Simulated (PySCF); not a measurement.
System: C₃H₉NOSi₂ (SMILES [O-][CH]N[SiH]1C[SiH2]C1) (charge −1, doublet).

```xyz
16

O     3.6057    0.1480    1.1058
C     2.3996    0.1456    0.7784
N     1.8893   -0.5316   -0.2840
Si    0.2419   -0.6210   -0.8111
C    -0.6833    1.0790   -0.9519
Si   -1.9839    0.6333    0.4030
C    -1.0868   -1.0717    0.5305
H     1.6343    0.7057    1.3348
H     2.5954   -1.0491   -0.7850
H     0.3046   -1.4737   -2.0097
H    -1.1149    1.2806   -1.9361
H    -0.0685    1.9498   -0.7141
H    -3.3761    0.5682   -0.0778
H    -1.9702    1.4647    1.6135
H    -0.6794   -1.2904    1.5201
H    -1.7152   -1.9286    0.2723
```

Geometry: GFN2-xTB.

Theory: PySCF, UKS B3LYP, pcH-1 on C H N O Si, non-relativistic, mean-field spin-orbit, GIAO.

> What can the converged electron density, electron localisation function and spin density tell about the bonding?

C–O (1.25 Å): the density is about 3 e/Å³ at the midpoint; the ELF peaks at about 0.85 between the atoms (a short, strongly polar bond).
C–N (1.36 Å): ρ is about 2.3 e/Å³ halfway; the ELF peaks at about 0.90 between the atoms (a covalent bond).
Si–N (1.73 Å): the density is about 1.1 e/Å³ at the midpoint; the ELF peaks at about 0.90 between the atoms, as expected for a polar covalent bond.
N–H (1.01 Å): the density is about 2.9 e/Å³ at the midpoint; the ELF climbs to about 1 towards the hydrogen, as it does in any bond to H (an ordinary covalent bond to hydrogen).
The unpaired spin (1 electron) lies mostly on Si6 (about 0.2), Si4 (about 0.2), C2 (about 0.2) and O1 (about 0.1), in electrons by Hirshfeld's partition.

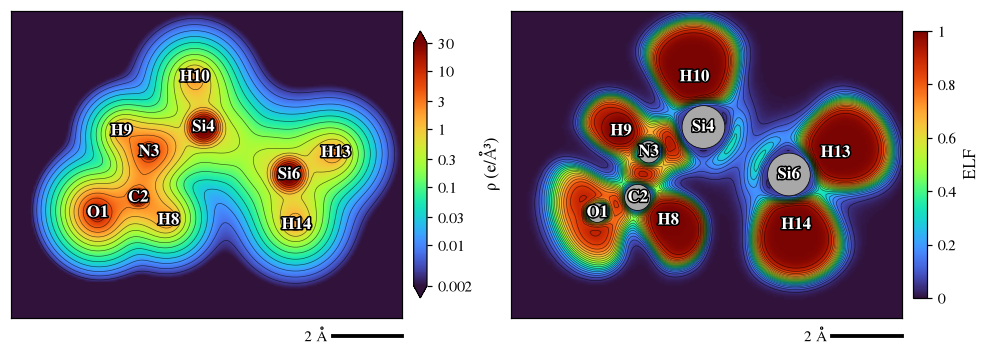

Computed electron density and electron localisation function on the plane of atoms Si4, N3 and H9, in this order. Grey discs cover the atomic cores in the ELF map. 
